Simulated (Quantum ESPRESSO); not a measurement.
# ordered Ga(1-x)In(x)P in the cubic cell, stepped through the share x of In, part 5 of 7

Aim: how the results for ordered Ga(1-x)In(x)P in the cubic cell change with the share x of In.

Quantum ESPRESSO 7.5; plane-wave DFT, LDA, GBRV ultrasoft pseudopotentials.

So far. Step 2 (Variable-cell relaxation, 0):  The last row is no step: it is a fresh SCF in the final cell with a new plane-wave basis, +2 meV from the row before. Step 5 (Relaxing cell and ions, 0.25):  The last row is no step: it is a fresh SCF in the final cell with a new plane-wave basis, +2 meV from the row before.

### Step 8. Variable-cell relaxation, 0.5

System of this step: Ga(1-x)In(x)P, x = 2/4, cubic cell. Symmetry: P-4m2, No. 115, tetragonal system. Conventional cell: a = 3.982 Å, b = 3.982 Å, c = 5.632 Å, α = 90.00°, β = 90.00°, γ = 90.00°. Nearest to In lie 4 P at 2.44 Å. Nearest to Ga lie 4 P at 2.44 Å. Nearest to P lie 2 In at 2.44 Å and 2 Ga at 2.44 Å. Farther neighbours are not listed.

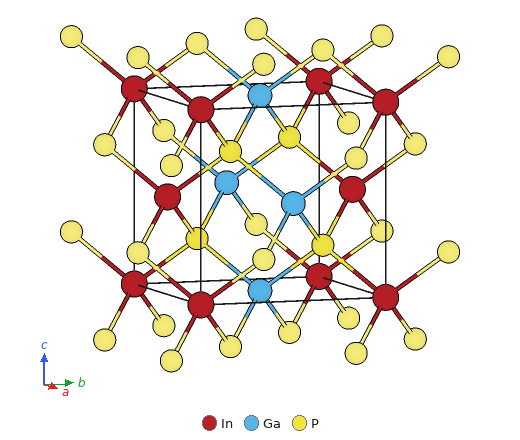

The cell of this step (indium red, gallium blue, phosphorus yellow). Some periodic images of atoms are drawn too.

m2.relax.in reads:

```
&control
  prefix = 'm2.relax'
  outdir = './out'
  pseudo_dir = './pseudo'
  nstep = 60
  forc_conv_thr = 0.0004
  calculation = 'vc-relax'
/
&system
  ibrav = 0
  nat = 8
  ntyp = 3
  ecutwfc = 50
  ecutrho = 250
  occupations = 'fixed'
/
&electrons
  conv_thr = 1e-10
  mixing_beta = 0.6
  electron_maxstep = 120
/
&ions
/
&cell
  cell_dofree = 'xyz'
  press_conv_thr = 0.3
/
ATOMIC_SPECIES
  In  114.8180  in_lda_v1.4.uspp.F.UPF
  Ga  69.7230  ga_lda_v1.4.uspp.F.UPF
  P   30.9738  p_lda_v1.5.uspp.F.UPF
CELL_PARAMETERS angstrom
  5.63177000000000 0.00000000000000 0.00000000000000
  0.00000000000000 5.63177000000000 0.00000000000000
  0.00000000000000 0.00000000000000 5.63177000000000
ATOMIC_POSITIONS crystal
  In  0.000000000000 0.000000000000 0.000000000000
  Ga  0.500000000000 0.500000000000 0.000000000000
  In  0.500000000000 0.000000000000 0.500000000000
  Ga  0.000000000000 0.500000000000 0.500000000000
  P   0.250000000000 0.250000000000 0.250000000000
  P   0.750000000000 0.750000000000 0.250000000000
  P   0.750000000000 0.250000000000 0.750000000000
  P   0.250000000000 0.750000000000 0.750000000000
K_POINTS automatic
  4 4 4 0 0 0
```

On the command line:

```bash
OMP_NUM_THREADS=1 mpirun -n 4 pw.x -nk 4 -in m2.relax.in > m2.relax.out
```

The program printed:

```text
[banner, memory and clock lines left out]
Program PWSCF v.7.5 starts
[...]
Message from routine setup:
[...]
number of electrons       =        84.00
     number of Kohn-Sham states=           42
     kinetic-energy cutoff     =      50.0000  Ry
     charge density cutoff     =     250.0000  Ry
[...]
number of k points=    18
[...]
Dense  grid:    80581 G-vectors     FFT dimensions: (  54,  54,  54)
[...]
Starting wfcs are   58 randomized atomic wfcs
[...]
estimated scf accuracy    <     212.32972261 Ry
[...]
estimated scf accuracy    <     767.01158724 Ry
[...]
estimated scf accuracy    <     169.52293671 Ry
[...]
estimated scf accuracy    <      15.11811827 Ry
[...]
estimated scf accuracy    <       7.85784397 Ry
[...]
estimated scf accuracy    <       4.24954484 Ry
[...]
estimated scf accuracy    <       1.29594199 Ry
[...]
estimated scf accuracy    <       0.34439173 Ry
[...]
estimated scf accuracy    <       0.35802455 Ry
[...]
estimated scf accuracy    <       0.27998378 Ry
[...]
estimated scf accuracy    <       0.12968286 Ry
[...]
estimated scf accuracy    <       0.02340104 Ry
[...]
estimated scf accuracy    <       0.01505011 Ry
[...]
estimated scf accuracy    <       0.00729454 Ry
[...]
estimated scf accuracy    <       0.00271485 Ry
[...]
estimated scf accuracy    <       0.00039742 Ry
[...]
estimated scf accuracy    <       0.00003874 Ry
[...]
estimated scf accuracy    <       0.00001574 Ry
[...]
estimated scf accuracy    <       0.00000104 Ry
[...]
estimated scf accuracy    <       0.00000015 Ry
[...]
estimated scf accuracy    <       0.00000007 Ry
[...]
estimated scf accuracy    <          7.0E-09 Ry
[...]
estimated scf accuracy    <          1.3E-09 Ry
[...]
highest occupied level (ev):     7.3139
!    total energy              =   -1158.56463401 Ry
     estimated scf accuracy    <          6.0E-11 Ry
[...]
one-electron contribution =    -930.51840477 Ry
     hartree contribution      =     505.75832765 Ry
     xc contribution           =    -193.72521822 Ry
     ewald contribution        =    -540.07933867 Ry
     convergence has been achieved in  24 iterations
[...]
Total force =     0.121165     Total SCF correction =     0.000013
[...]
estimated scf accuracy    <       0.00047781 Ry
[...]
estimated scf accuracy    <       0.00022365 Ry
[...]
estimated scf accuracy    <       0.00000824 Ry
[...]
estimated scf accuracy    <       0.00000212 Ry
[...]
estimated scf accuracy    <       0.00000030 Ry
[...]
estimated scf accuracy    <          9.5E-09 Ry
[...]
estimated scf accuracy    <          3.5E-09 Ry
[...]
highest occupied level (ev):     7.3125
!    total energy              =   -1158.57730685 Ry
     estimated scf accuracy    <          4.0E-11 Ry
[...]
one-electron contribution =    -931.81825536 Ry
     hartree contribution      =     506.41332359 Ry
     xc contribution           =    -193.71718286 Ry
     ewald contribution        =    -539.45519222 Ry
     convergence has been achieved in   8 iterations
[...]
Total force =     0.088051     Total SCF correction =     0.000005
[...]
estimated scf accuracy    <       0.00110299 Ry
[...]
estimated scf accuracy    <       0.00052835 Ry
[...]
estimated scf accuracy    <       0.00001806 Ry
[...]
estimated scf accuracy    <       0.00000662 Ry
[...]
estimated scf accuracy    <       0.00000078 Ry
[...]
estimated scf accuracy    <       0.00000005 Ry
[...]
estimated scf accuracy    <       0.00000001 Ry
[...]
estimated scf accuracy    <          7.5E-10 Ry
[...]
highest occupied level (ev):     7.3770
!    total energy              =   -1158.58906473 Ry
     estimated scf accuracy    <          5.1E-12 Ry
[...]
one-electron contribution =    -932.71479921 Ry
     hartree contribution      =     507.01468940 Ry
     xc contribution           =    -193.72772707 Ry
     ewald contribution        =    -539.16122785 Ry
     convergence has been achieved in   9 iterations
[...]
Total force =     0.039246     Total SCF correction =     0.000001
[...]
estimated scf accuracy    <       0.00081310 Ry
[...]
estimated scf accuracy    <       0.00041729 Ry
[...]
estimated scf accuracy    <       0.00001266 Ry
[...]
estimated scf accuracy    <       0.00000556 Ry
[...]
estimated scf accuracy    <       0.00000051 Ry
[...]
estimated scf accuracy    <       0.00000003 Ry
[...]
estimated scf accuracy    <          8.9E-09 Ry
[...]
estimated scf accuracy    <          1.0E-09 Ry
[...]
highest occupied level (ev):     7.4823
!    total energy              =   -1158.59214844 Ry
     estimated scf accuracy    <          6.5E-12 Ry
[...]
one-electron contribution =    -932.73518417 Ry
     hartree contribution      =     507.25919971 Ry
     xc contribution           =    -193.75373161 Ry
     ewald contribution        =    -539.36243237 Ry
     convergence has been achieved in   9 iterations
[...]
Total force =     0.001751     Total SCF correction =     0.000003
[...]
estimated scf accuracy    <       0.00000073 Ry
[...]
estimated scf accuracy    <       0.00000013 Ry
[...]
estimated scf accuracy    <       0.00000001 Ry
[...]
estimated scf accuracy    <          1.6E-09 Ry
[...]
estimated scf accuracy    <          7.4E-11 Ry
[...]
estimated scf accuracy    <          5.3E-12 Ry
[...]
highest occupied level (ev):     7.4962
!    total energy              =   -1158.59217632 Ry
     estimated scf accuracy    <          5.2E-13 Ry
[...]
one-electron contribution =    -932.41224639 Ry
     hartree contribution      =     507.13459104 Ry
     xc contribution           =    -193.75854286 Ry
     ewald contribution        =    -539.55597811 Ry
     convergence has been achieved in   7 iterations
[...]
Total force =     0.000742     Total SCF correction =     0.000000
[...]
estimated scf accuracy    <       0.00000047 Ry
[...]
estimated scf accuracy    <       0.00000005 Ry
[...]
estimated scf accuracy    <          4.4E-09 Ry
[...]
estimated scf accuracy    <          5.4E-10 Ry
[...]
estimated scf accuracy    <          3.1E-11 Ry
[...]
estimated scf accuracy    <          3.1E-12 Ry
[...]
highest occupied level (ev):     7.5103
!    total energy              =   -1158.59219775 Ry
     estimated scf accuracy    <          3.1E-13 Ry
[...]
one-electron contribution =    -932.12932337 Ry
     hartree contribution      =     507.02890887 Ry
     xc contribution           =    -193.76317109 Ry
     ewald contribution        =    -539.72861216 Ry
     convergence has been achieved in   7 iterations
[...]
Total force =     0.000314     Total SCF correction =     0.000000
[...]
estimated scf accuracy    <       0.00000092 Ry
[...]
estimated scf accuracy    <       0.00000011 Ry
[...]
estimated scf accuracy    <       0.00000001 Ry
[...]
estimated scf accuracy    <          1.2E-09 Ry
[...]
estimated scf accuracy    <          6.6E-11 Ry
[...]
estimated scf accuracy    <          1.1E-11 Ry
[...]
highest occupied level (ev):     7.5286
!    total energy              =   -1158.59221807 Ry
     estimated scf accuracy    <          8.1E-13 Ry
[...]
one-electron contribution =    -931.79304359 Ry
     hartree contribution      =     506.90513113 Ry
     xc contribution           =    -193.76888372 Ry
     ewald contribution        =    -539.93542190 Ry
     convergence has been achieved in   7 iterations
[...]
Total force =     0.000159     Total SCF correction =     0.000000
[...]
estimated scf accuracy    <       0.00000063 Ry
[...]
estimated scf accuracy    <       0.00000010 Ry
[...]
estimated scf accuracy    <       0.00000001 Ry
[...]
estimated scf accuracy    <          1.0E-09 Ry
[...]
estimated scf accuracy    <          5.3E-11 Ry
[...]
estimated scf accuracy    <          3.4E-12 Ry
[...]
```

It took 9.3 min on 4 MPI ranks of Arm Neoverse V1, shared host; peak memory 0.82 GiB; 37 min of CPU time.

The steps of the relaxation:

| step | energy less that of the first step (eV) | largest force (eV/Å) | volume (Å³) |
| --- | --- | --- | --- |
| 1 | 0.0000 | 1.5576 | 178.62 |
| 2 | -0.1724 | 1.1319 | 178.62 |
| 3 | -0.3324 | 0.5045 | 177.86 |
| 4 | -0.3744 | 0.0225 | 176.69 |
| 5 | -0.3747 | 0.0095 | 176.51 |
| 6 | -0.3750 | 0.0040 | 176.34 |
| 7 | -0.3753 | 0.0020 | 176.13 |
| 8 | -0.3754 | 0.0053 | 176.02 |
| 9 | -0.3755 | 0.0049 | 176.04 |
| 10 | -0.3756 | 0.0020 | 176.14 |
| 11 | -0.3756 | 0.0004 | 176.20 |
| 12 | -0.3740 | 0.0004 | 176.20 |

| cell as run | before | after | change |
| --- | --- | --- | --- |
| a (Å) | 5.632 | 5.590 | -0.7 % |
| b (Å) | 5.632 | 5.639 | +0.1 % |
| c (Å) | 5.632 | 5.590 | -0.7 % |
| volume (Å³/atom) | 22.33 | 22.02 | -1.4 % |

The atoms that moved most (Å, as changes of fractional coordinates times the final cell):

| atom | dx | dy | dz | length |
| --- | --- | --- | --- | --- |
| P8 | 0.000 | -0.119 | 0.000 | 0.119 |
| P7 | 0.000 | 0.119 | 0.000 | 0.119 |
| P6 | 0.000 | -0.119 | 0.000 | 0.119 |
| P5 | 0.000 | 0.119 | 0.000 | 0.119 |

 The last row is no step: it is a fresh SCF in the final cell with a new plane-wave basis, +2 meV from the row before.

This step gave:

```
free energy                    : -15763.4488 eV
valence top, on the run's zero : 7.530 eV
```

### Step 9. Ground state, 0.5

m2.scf.in reads:

```
&control
  prefix = 'm2.scf'
  outdir = './out'
  pseudo_dir = './pseudo'
  calculation = 'scf'
  tprnfor = .true.
/
&system
  ibrav = 0
  nat = 8
  ntyp = 3
  ecutwfc = 40
  ecutrho = 200
  occupations = 'fixed'
  nbnd = 46
/
&electrons
  conv_thr = 1e-09
  mixing_beta = 0.6
  electron_maxstep = 120
/
ATOMIC_SPECIES
  In  114.8180  in_lda_v1.4.uspp.F.UPF
  Ga  69.7230  ga_lda_v1.4.uspp.F.UPF
  P   30.9738  p_lda_v1.5.uspp.F.UPF
CELL_PARAMETERS angstrom
  5.58987454200000 0.00000000000000 0.00000000000000
  0.00000000000000 5.63898366200000 0.00000000000000
  0.00000000000000 0.00000000000000 5.58987454200000
ATOMIC_POSITIONS crystal
  In  0.000000000000 0.000000000000 0.000000000000
  Ga  0.500000000000 0.500000000000 0.000000000000
  In  0.500000000000 0.000000000000 0.500000000000
  Ga  0.000000000000 0.500000000000 0.500000000000
  P   0.250000000000 0.271054442800 0.250000000000
  P   0.750000000000 0.728945557200 0.250000000000
  P   0.750000000000 0.271054442800 0.750000000000
  P   0.250000000000 0.728945557200 0.750000000000
K_POINTS automatic
  6 6 6 0 0 0
```

On the command line:

```bash
OMP_NUM_THREADS=1 mpirun -n 4 pw.x -nk 4 -in m2.scf.in > m2.scf.out
```

The program printed:

```text
[banner, memory and clock lines left out]
Program PWSCF v.7.5 starts
[...]
Message from routine setup:
[...]
number of electrons       =        84.00
     number of Kohn-Sham states=           46
     kinetic-energy cutoff     =      40.0000  Ry
     charge density cutoff     =     200.0000  Ry
[...]
number of k points=    40
[...]
Dense  grid:    56779 G-vectors     FFT dimensions: (  48,  48,  48)
[...]
Starting wfcs are   58 randomized atomic wfcs
[...]
estimated scf accuracy    <     204.72484186 Ry
[...]
estimated scf accuracy    <     735.32727651 Ry
[...]
estimated scf accuracy    <     168.43228398 Ry
[...]
estimated scf accuracy    <      14.40414104 Ry
[...]
estimated scf accuracy    <       7.09698349 Ry
[...]
estimated scf accuracy    <       4.38825682 Ry
[...]
estimated scf accuracy    <       0.86599444 Ry
[...]
estimated scf accuracy    <       0.39151799 Ry
[...]
estimated scf accuracy    <       0.40552917 Ry
[...]
estimated scf accuracy    <       0.02812771 Ry
[...]
estimated scf accuracy    <       0.01020683 Ry
[...]
estimated scf accuracy    <       0.00216294 Ry
[...]
estimated scf accuracy    <       0.00082875 Ry
[...]
estimated scf accuracy    <       0.00050236 Ry
[...]
estimated scf accuracy    <       0.00011439 Ry
[...]
estimated scf accuracy    <       0.00002447 Ry
[...]
estimated scf accuracy    <       0.00000192 Ry
[...]
estimated scf accuracy    <       0.00000022 Ry
[...]
estimated scf accuracy    <          5.0E-09 Ry
[...]
estimated scf accuracy    <          5.5E-09 Ry
[...]
highest occupied, lowest unoccupied level (ev):     7.5288    8.4513
!    total energy              =   -1158.58029818 Ry
     estimated scf accuracy    <          2.2E-11 Ry
[...]
one-electron contribution =    -931.98552981 Ry
     hartree contribution      =     506.99717503 Ry
     xc contribution           =    -193.76704957 Ry
     ewald contribution        =    -539.82489383 Ry
     convergence has been achieved in  21 iterations
[...]
Total force =     0.000030     Total SCF correction =     0.000007
[...]
```

Run time: 2.3 min. Hardware: 4 MPI ranks; peak memory 0.63 GiB; 9 min of CPU time.

Read from the output:

```
free energy                          : -15763.2880 eV
valence top, on the run's zero       : 7.529 eV
conduction bottom, on the run's zero : 8.451 eV
gap by band count                    : 0.9225 eV
```

### Step 10. Complex bands with pwcond.x, 0.5

m2.cbs.in reads:

```
&inputcond
  outdir = './out'
  prefixl = 'm2.scf'
  band_file = 'm2.cbs'
  ikind = 0
  ewind = 4.0
  epsproj = 1e-05
  nz1 = 7
  energy0 = 3.5
  denergy = -0.1
/
3
  0.00000000 0.00000000 1.00000000
  0.50000000 0.00000000 1.00000000
  0.50000000 0.50000000 1.00000000
46
```

On the command line:

```bash
OMP_NUM_THREADS=1 mpirun -n 4 pwcond.x -in m2.cbs.in > m2.cbs.out
```

The program printed:

```text
[banner, memory and clock lines left out]
Program PWCOND v.7.5 starts

          URL

     ./out/m2.scf.save/

     IMPORTANT: XC functional enforced from input :
     Exchange-correlation= PZ
                           (   1   1   0   0   0   0   0)
     Any further DFT definition will be discarded
     Please, verify this is what you really want

     Reading collected, re-writing distributed wavefunctions

===== INPUT FILE containing the left lead =====

     GEOMETRY:

     lattice parameter (alat)  =      10.5633  a.u.
     the volume                =    1189.0539 (a.u.)^3
[...]
---  ie =         46  ik =          3
 Nchannels of the left tip =            2
 Right moving states:
   k1(2pi/a)   k2(2pi/a)   E-Ef (eV)
   0.3399707   0.0000000  -1.0000000
   0.3399975   0.0000000  -1.0000000
 Left moving states:
   k1(2pi/a)   k2(2pi/a)   E-Ef (eV)
  -0.3399707   0.0000000  -1.0000000
  -0.3399975   0.0000000  -1.0000000

Note: The following floating-point exceptions are signalling: IEEE_UNDERFLOW_FLAG
Note: The following floating-point exceptions are signalling: IEEE_UNDERFLOW_FLAG
Note: The following floating-point exceptions are signalling: IEEE_UNDERFLOW_FLAG
Note: The following floating-point exceptions are signalling: IEEE_UNDERFLOW_FLAG
```

The job ended after 35 min (4 MPI ranks; peak memory 0.74 GiB; 2.4 h of CPU time).

K across = (0, 0) in the cell's reciprocal vectors; values within 0.0025 1/Å of each other count once, columns are sorted by size at each energy, a dash where no further value was kept. Im kz of the slowest decaying states against energy, zero at the highest filled level of the SCF mesh:

| energy (eV) | decay 1 (Å⁻¹) | decay 2 (Å⁻¹) | decay 3 (Å⁻¹) |
| --- | --- | --- | --- |
| -1.0000 | 0.275 | 0.294 | 0.304 |
| -0.8000 | 0.269 | 0.293 | 0.305 |
| -0.5000 | 0.251 | 0.287 | 0.302 |
| -0.3000 | 0.228 | 0.28 | 0.297 |
| 0.0000 | 0.006 | 0.01 | 0.188 |
| 0.2000 | 0.055 | 0.137 | 0.209 |
| 0.5000 | 0.067 | 0.203 | 0.223 |
| 0.7000 | 0.058 | 0.204 | 0.225 |
| 1.0000 | 0.161 | 0.215 | 0.256 |
| 1.2000 | 0.121 | 0.185 | 0.195 |
| 1.5000 | 0.084 | 0.11 | 0.146 |
| 1.7000 | 0.114 | 0.144 | 0.26 |
| 2.0000 | 0.04 | 0.272 | 1.24 |
| 2.2000 | 0.27 | 1.22 | 1.25 |
| 2.5000 | 0.26 | 1.20 | 1.22 |
| 2.7000 | 0.248 | 1.18 | 1.21 |
| 3.0000 | 0.224 | 1.16 | 1.18 |
| 3.2000 | 0.202 | 1.14 | 1.17 |
| 3.5000 | 0.113 | 0.155 | 1.11 |

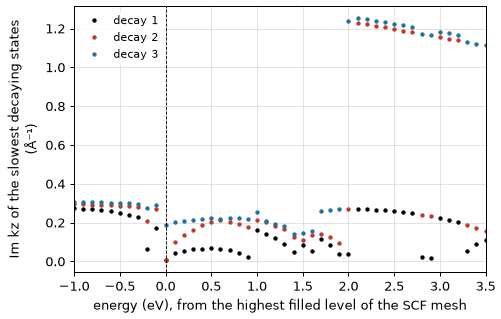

Im kz of the slowest decaying states, plotted against energy.

(Part 5 of 7 ends here.)

[Logs are printed without paths, hosts, clocks, repeated set-up lines and the standing remarks that a program may print on its own settings, such as how far it seeks lower states.]

[Hosts, paths, dates, database ids (printed as entryN), source tags and the programs' standing remarks are cut or masked in the printed files.]

[Maps of the electrostatic potential energy from Ansatz leave out the sawtooth potential of an applied field or a dipole correction, so their vacuum need not be flat; planar profiles and work functions include it.]
